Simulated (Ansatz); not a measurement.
```xyz
8

Zr   -0.5929    0.2058   -0.5592
O     1.2126   -0.1235    0.8826
Cl    0.2424   -1.8699   -1.3560
Cl   -2.7844    0.2064   -1.3415
Cl    0.3756    2.1733   -1.3531
H     1.0086   -0.0547    1.8201
H    -1.1835    0.3908    1.1754
H     1.7217   -0.9281    0.7317
```

The product side of a reaction path; geometry: PBE0-D4/def2-TZVP; core potentials replace the inner electrons of Zr.

Computed with RKS PBE0-D4/def2-TZVPP in Ansatz.

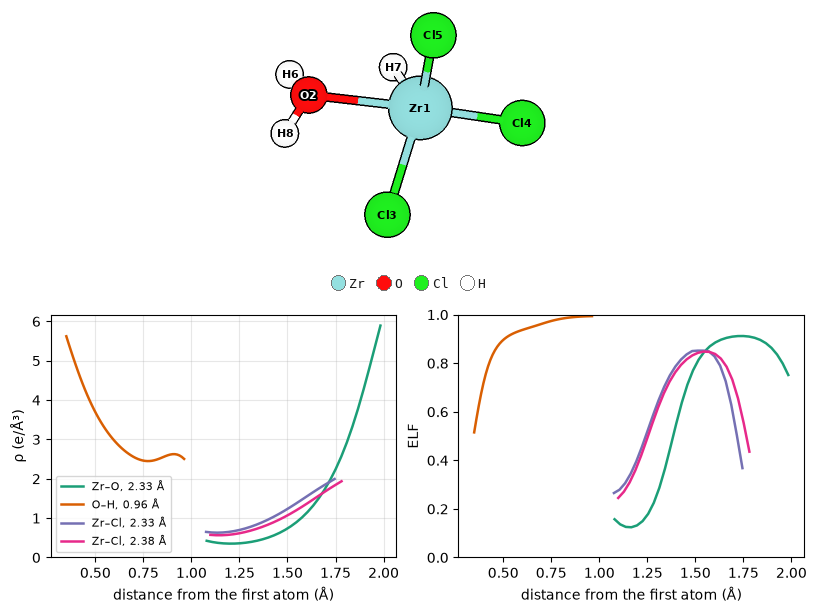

Cl3H3OZr. Electron density and electron localisation function along straight lines between neighbouring atoms. The curves leave out the atomic cores. The structure is drawn too.

What can be read from the curves?

Answer. Zr–O (2.33 Å): ρ is about 0.36 e/Å³ halfway; the ELF is about 0.10 at the midpoint.
O–H (0.96 Å): ρ at the midpoint is about 3.9 e/Å³; the ELF climbs to about 1 towards the hydrogen, as it does in any bond to H (a covalent bond by its length).
Zr–Cl (2.33 Å): ρ is about 0.64 e/Å³ halfway; the ELF peaks at about 0.85 in the valence shell of Cl, 0.8 Å from its nucleus, and is about 0.35 at the midpoint.
Zr–Cl (2.38 Å): the density is about 0.57 e/Å³ at the midpoint; the ELF peaks at about 0.85 in the valence shell of Cl, 0.8 Å from its nucleus, and is about 0.35 at the midpoint.
